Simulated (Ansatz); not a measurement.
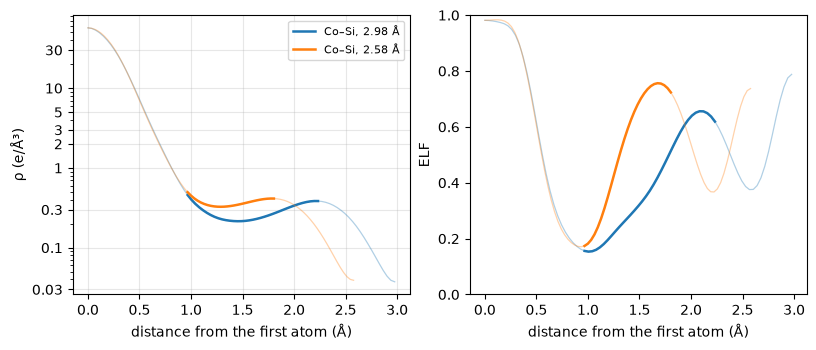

CoSi3. Valence charge density (pseudo) and ELF along straight lines between neighbouring atoms. Thin, pale parts lie inside the atomic spheres.

Space group Fm-3m; started from the BiF3 (D0_3) prototype, which need not be the ambient phase; computed pressure about −7 GPa in this cell; the program warned that a starting moment wasn't kept; spin-polarised.

Method: DFT PBEsol, scalar-relativistic, plane waves, PAW in Ansatz 0.2.0.

In a PAW calculation such maps are meaningful between the atoms, not at the nuclei.

> Compare the contacts.

Co–Si (2.98 Å): the density is about 0.22 e/Å³ at the midpoint; the ELF peaks at about 0.65 in the valence shell of Si, 0.9 Å from its nucleus, and is about 0.30 at the midpoint.
Co–Si (2.58 Å): ρ at the midpoint is about 0.33 e/Å³; the ELF peaks at about 0.75 in the valence shell of Si, 0.9 Å from its nucleus, and is about 0.50 at the midpoint.
